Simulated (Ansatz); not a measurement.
| atom | x (Å) | y (Å) | z (Å) |
| --- | --- | --- | --- |
| O | 1.2930 | -0.3501 | -0.8652 |
| C | 0.3590 | -0.3660 | 0.0883 |
| S | 0.4223 | -1.3951 | 1.3218 |
| Te | -1.1783 | 1.0915 | -0.2118 |
| H | 1.1201 | 0.3206 | -1.5375 |
| H | -1.9741 | 0.6353 | 1.1584 |

Geometry: PBE0-D4/def2-TZVP; core potentials replace the inner electrons of Te.

The calculation used RKS PBE0-D4/def2-TZVPP (Ansatz 0.2.0).

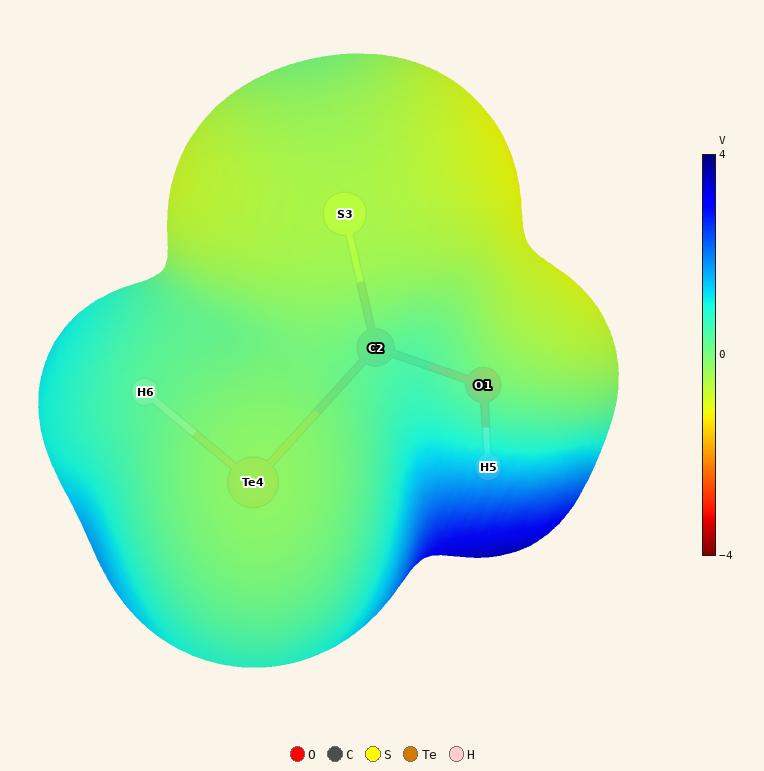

CH2OSTe (SMILES OC(=S)[TeH]). The electrostatic potential painted on the density surface at 0.002 e/bohr³, seen at a tilt; the colour scale runs from red (negative) to blue (positive).

Q: Which sites attract a positive test charge, and which a negative one?

A: A positive charge is drawn to the negative regions and a negative charge to the positive ones. The most negative region (about −1.2 V) lies over S3, the most positive (about +3.4 V) over H5.
